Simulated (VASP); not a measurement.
Band structure of CsSnI₃ (cubic perovskite). Computed with r2SCAN meta-GGA, VASP's PBE PAW potentials (set 64) (plane waves; VASP).

Unless said otherwise, spin-orbit coupling is left out, though it shifts the bands of the heavy elements here.

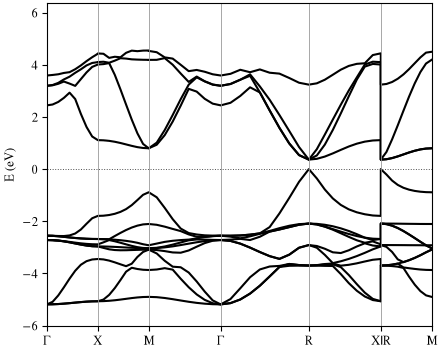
Figure: Bands along high-symmetry lines, zero at the valence-band maximum or, without a gap, the Fermi level

**Question.** Read the plot: is there a gap, and where are the band edges?

**Answer.** The gap is direct, 0.36 eV, from the valence maximum at R to the conduction minimum at R.

The compound is CsSnI3 in the cubic perovskite structure, the ideal cubic form; the compound distorts at low or room temperature. It was relaxed first.
